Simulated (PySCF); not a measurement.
Cl2Cu, charge +1, SMILES `[Cu+].ClCl`.

Computed with PySCF, B3LYP/def2-TZVP, geometry: GFN2-xTB. GFN2-xTB bond lengths at metals and heavier atoms can be off by up to 0.1 Å and shapes distorted, which carries into these values.

Coordinates in Å:

```
Cu1     -1.4738   -0.2218    0.0000
Cl2      2.0021   -0.5042    0.0000
Cl3      0.5121    0.8825    0.0000
```

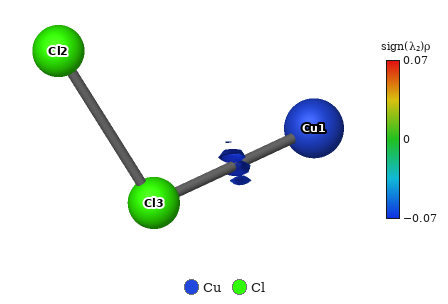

Non-covalent interaction surfaces between the fragments (reduced density gradient s = 0.4, coloured by sign(λ₂)ρ in a.u.; trimmed to the region between the fragments where ρ is under 0.1 a.u.). Fragment A: Cu(+1) (atom 1); fragment B: Cl2.

**Which interactions hold the two fragments together?**

Bond critical points between the fragments: Cu1···Cl3, strong, partly covalent contact, 2.27 Å, ρ = 0.068 a.u. It appears blue (attractive, sign(λ₂)ρ well below zero). The pose is a local one from a semi-empirical search, not shown to be the most stable. With a charged fragment, long-range electrostatics, which these surfaces don't show, weighs heavily in the interaction energy.

**How strongly are they bound?**

The counterpoise-corrected interaction energy of the frozen fragments is −25.8 kcal/mol without dispersion correction and −28.1 kcal/mol with D3(BJ). D3 uses neutral-atom coefficients and tends to overbind metal cations. The pair geometry is semi-empirical, not a minimum at this level.
